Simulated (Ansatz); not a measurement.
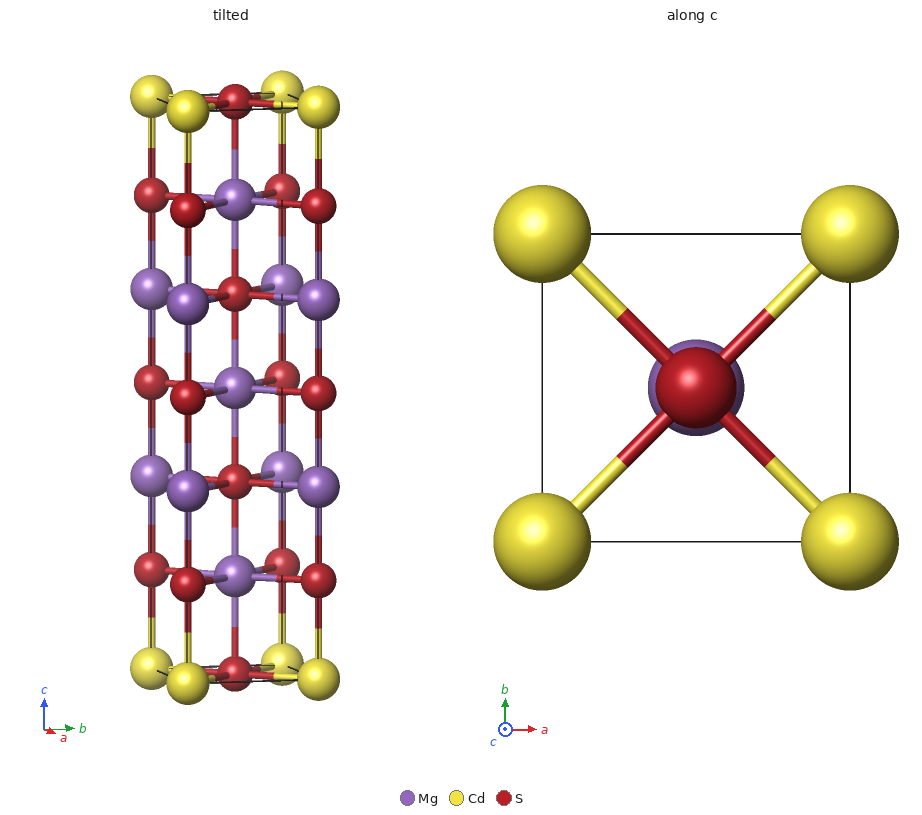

Crystal structure, ball-and-stick style, seen slightly off an axis and along the c axis. One conventional unit cell is framed, with atoms on its boundary repeated.

Mg$_{5}$CdS$_{6}$, space group P4/mmm (No. 123), a = 3.735 Å, b = 3.735 Å, c = 15.865 Å, α = 90.00°, β = 90.00°, γ = 90.00°. Provenance: a structure type filled with these elements by a generator (whether the compound takes this form wasn't checked). Earlier steps of the study, as a rule a relaxation of our own, may have changed the cell and positions, so they can lie some per cent off the listed ones. It went into a calculation with Ansatz.

This one geometry was computed with Ansatz (DFT, plane waves, PAW) at three levels of theory: PBE, PBEsol and r2SCAN.

Which level gives the highest pressure at this volume, and what does that say about its equilibrium volume?

Answer. Highest: PBE (0.0 GPa), which points to the largest equilibrium volume. Lowest, with the smallest volume: PBEsol (-2.4 GPa). Levels within 0.5 GPa of each other can't be told apart.

How does the band gap change with the level of theory?

Answer. PBEsol: a gap of 1.07 eV, indirect; PBE: a gap of 1.18 eV, indirect; r2SCAN: a gap of 1.67 eV, indirect.

Collect the results in a table.

Answer.
| level | cutoff (eV) | k-mesh of the run's cell | gap (eV) | pressure (GPa) |
| --- | --- | --- | --- | --- |
| PBE | 420 | 8×8×2 | 1.18 | 0.0 |
| PBEsol | 420 | 8×8×2 | 1.07 | -2.4 |
| r2SCAN | 500 | 8×8×2 | 1.67 | -1.3 |

Gaps are taken on the k-mesh or band path of each run.
